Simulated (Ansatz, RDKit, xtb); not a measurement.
# Si2N2H8O: ranking a sample of isomers

Which of a sample of isomers of Si2N2H8O is the most stable in the gas at 298.15 K, and what are its properties? The sample is small against all isomers, and the most stable one of this formula need not be in it.

The funnel: GFN2-xTB relaxations, single points with a density functional, relaxations at B3LYP/def2-SVP, harmonic vibrations (at GFN2-xTB), and a last energy at a higher level. All values are calculated.

## Step 1: Drawing up candidates

Isomers were taken from a list of plausible structures; this is a sample, not all of them. That gives 4 candidates.

| label | SMILES | spin |
| --- | --- | --- |
| c014 | NN([SiH3])[SiH2]O | singlet |
| c291 | N[Si@@H](O)N[SiH3] | singlet |
| c708 | N[SiH2]N[SiH2]O | singlet |
| c718 | N[SiH2]N(O)[SiH3] | singlet |

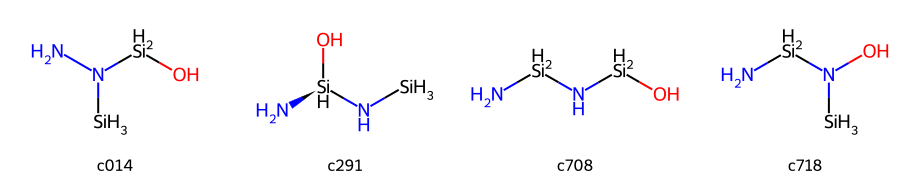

Structural formulas of the candidates.

Candidates are built by distance geometry, with a force field where one applies, in up to four conformers (letters a to d).

**Question.** With final energies at CCSD(T)/def2-SVP + MP2/def2-TZVPP - MP2/def2-SVP, which structure will this search put lowest in free energy, and by what margin?

| quantity | value |
| --- | --- |
| lowest structure found | N[Si@@H](O)N[SiH3], singlet |
| next finalist | N[SiH2]N[SiH2]O, singlet, 3.2 kcal/mol higher in G |
| share at equilibrium, among the finalists | 99.6 % |

The search ends on `N[Si@@H](O)N[SiH3]`. Among the finalists first place is clear (3.2 kcal/mol); structures outside the list aren't covered. HF/STO-3G, r2SCAN-D4/def2-SVP, B3LYP/def2-SVP, HF/def2-SVP and MP2/def2-SVP already put its bonding pattern lowest among the structures in one piece; GFN2-xTB favours the singlet N[SiH2]N[SiH2]O. 3 minima inside the window were never screened. The search is not exhaustive (a finite list of starts, one conformer a finalist), so a lower isomer can't be ruled out. Only 4 drawn patterns were tried, so whole families of isomers are missing, and the result ranks this sample alone. The lowest isomer need not be the one that is made and kept in a bottle, which depends on barriers.
